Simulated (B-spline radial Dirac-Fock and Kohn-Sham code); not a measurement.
# Core levels of Br⁷⁺: a first try and its repair

Wanted: ΔSCF binding energies of Br⁷⁺ for K, L3 and M5.

Method: Delta-SCF core binding energies without Breit or QED terms under the stated settings; computed with B-spline radial Dirac-Fock and Kohn-Sham code, version 5.

**1. The system**

Bromine as Br⁷⁺, [Ar] 3d10.

```
nuclear charge     : 35
electrons          : 28
mass number        : 79
nuclear rms radius : 4.1629 fm
```

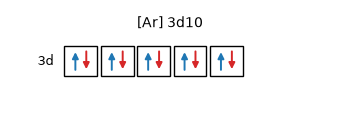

The shells outside the core; arrows follow Hund's rule for the drawing alone (heavy ions are jj-coupled), while the calculation averages over the configuration.

**2. First try**

Settings in task.json:

```ini
rel = dirac
method = hf
nuc = fermi
radius_factor = 1.0
rmax = 45.0
h = 0.3
order = 8
points = 10
c_factor = 0.1148
maxit = 58
damp = 0.5
ndamp = 3
tol = 1e-08
```

On the command line:

```sh
> python xray2_run.py task.json out
```

Main fields of the result record, rounded:

```text
{
  "status": "converged",
  "total_energy [Ha]": -3204.4992463,
  "virial_ratio": 1.137666,
  "iterations": [13, 12, 14, 13],
  "converged": [true, true, true, true],
  "highest_orbital_energy [eV]": -144.8509,
  "holes": ["K", "L3", "M5"],
  "binding [eV]": [5086.581, 3223.884, 142.6862],
  "scf_energy [Ha]": [-2450.939149, -4027.5879, -3182.348222, -3197.342018, -3197.867805, -3204.330828, -3204.481495, -3204.497805, -3204.49923, -3204.499245, -3204.499246, -3204.499246, -3204.499246],
  "scf_error": [22.0, 9.6, 4.3, 1.6, 2.2, 0.24, 0.06, 0.029, 0.004, 0.00056, 1.1e-05, 5.5e-07, 1.2e-07],
  "cells": 60
}
```

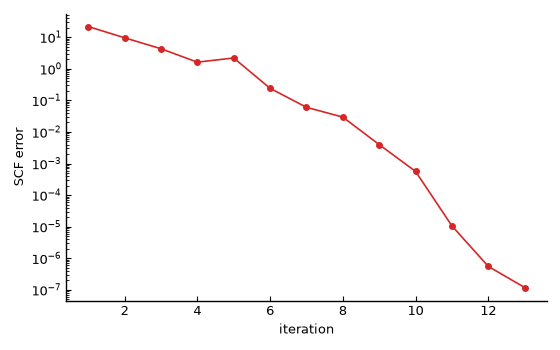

SCF error of the ground state by iteration.

**3. Diagnosis**

The run converged, but to the answer of an unsound model or basis. The fault: c_factor makes c so small that Zα nears or passes 1.

Remedy: set c_factor = 1.0.

**4. The mended run**

Changed: c_factor = 1.0, maxit = 60.

Main fields of the result record, rounded:

```text
{
  "status": "converged",
  "total_energy [Ha]": -2591.895784,
  "virial_ratio": 1.974784,
  "iterations": [10, 10, 10, 10],
  "converged": [true, true, true, true],
  "highest_orbital_energy [eV]": -194.5572,
  "holes": ["K", "L3", "M5"],
  "binding [eV]": [13632.83, 1678.855, 190.6726],
  "cells": 60
}
```

**5. What came out**

| quantity | value |
| --- | --- |
| first try | converged |
| fault | c_factor makes c so small that Zα nears or passes 1 |
| cure | c_factor = 1.0 |
| mended run | converged (ground state in 10 iterations) |
| K binding | 13632.8 eV (first try 5086.6) |
| L3 binding | 1678.9 eV (first try 3223.9) |
| M5 binding | 190.7 eV (first try 142.7) |

The first try was off by -8546.24 eV for K, +1545.03 eV for L3 and -47.99 eV for M5. It gave no warning. The mended values lack Breit and QED terms.
